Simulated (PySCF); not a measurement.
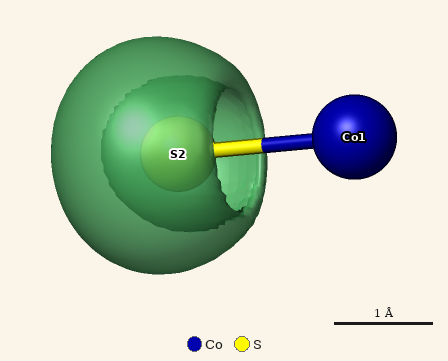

Figure. CoS (quartet). Isosurface of the ELF at 0.8 (green), seen from one side. Only the valence region is drawn (cores and ρ < 0.01 e/Å³ removed).

Level of theory: PySCF 2.14.0, PBE0/def2-TZVPP, non-relativistic Hamiltonian with scalar-relativistic core potentials where named, at a bond length of 1.974 Å.

```yaml
atoms:
  - { symbol: Co, position_ang: [0.0000, 0.0000, -0.6943] }
  - { symbol: S, position_ang: [0.0000, 0.0000, 1.2797] }
```

### Identify the bonds, lone pairs and shells in this picture.

The surface consists of one ring or bowl of non-bonding electrons around S.

Values along the shortest contacts:
Co–S (1.97 Å): the ELF peaks at about 0.70 in the valence shell of S, 0.8 Å from its nucleus, and is about 0.40 at the midpoint.
